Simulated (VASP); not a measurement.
Consider the following.

```
CELL_PARAMETERS angstrom
      4.25335     0.00000     0.00000
      0.00000     4.25335     0.00000
      0.00000     0.00000     4.23337
ATOMIC_POSITIONS crystal
  Ti 0.00000 0.00000 0.00000
  Ti 0.50000 0.50000 0.00000
  Ti 0.50000 0.00000 0.50000
  Ti 0.00000 0.50000 0.50000
  N  0.50000 0.50000 0.50000
  N  0.00000 0.00000 0.50000
  C  0.00000 0.50000 0.00000
  C  0.50000 0.00000 0.00000
```

Computed with PBEsol GGA, VASP's PBE PAW potentials (set 64) (plane waves; VASP). Numerical set-up: 520 eV cut-off, 8×8×8 Γ-centred mesh, tetrahedra with Blöchl corrections, potentials Ti_sv N C.

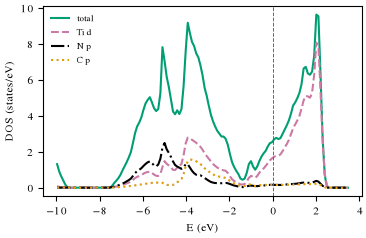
Figure: Total and projected density of states, zero at the Fermi level

Within 2 eV below the Fermi level the largest weight inside VASP's projection spheres is Ti d, then C p.

It has no gap at this level: it comes out as a metal or semimetal.

The structure was generated: Ti4C2N2 was put into an ordered model structure (P4/mmm), which need not be its known phase. It was relaxed first.
